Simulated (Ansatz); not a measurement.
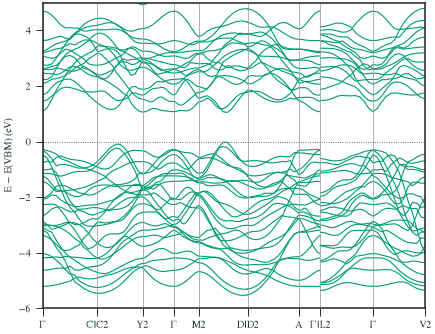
Band structure from DFT-r²SCAN+D4 in the program Ansatz with PAW potentials

The gap is 0.99 eV; an edge lies off the plotted path or next to a special point (maximum on the M2–D line, 54 % of the way from M2, minimum off the standard path).

The material is BiSe2 in space group C2/m (No. 12; Pearson symbol mS24).

The first step of the workflow began from a Materials Project structure, measured or hypothetical; the Crystallography Open Database copy checked does not list it. Whether it is the stable phase at ambient conditions was not checked. The r²SCAN+D4 relaxation kept the symmetry of its start; whether a distortion lowers the energy is not shown. Spin–orbit coupling is left out wherever it is not named.

Potentials: the later of the program's two PAW sets.
